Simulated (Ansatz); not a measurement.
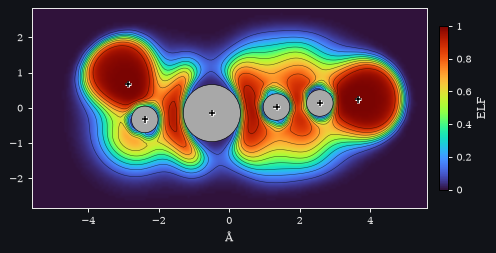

The ELF on a plane through atoms (crosses mark nuclei in the plane; grey discs cover the cores).

The calculation used isolated molecule in a Gaussian basis; Kohn-Sham density functional theory, functional PBE0 (Ansatz).

Candidates:
A. C3H7BF2 (SMILES CCCB(F)F)
B. C3H4Al (SMILES C#[C][Al+][CH3]) (charge +1)
C. AlFH2SiTe (SMILES [F][Al]1[SiH2][Te]1)

**Which candidate gave the map?**

Candidate B: C3H4Al on the plane of atoms Al4, C3 and H6, which holds C, Al and H. C–C (1.23 Å): the ELF peaks at about 0.85 between the atoms (a multiple bond). C–Al (1.84 Å): the ELF peaks at about 0.95 between the atoms: a polar covalent bond.
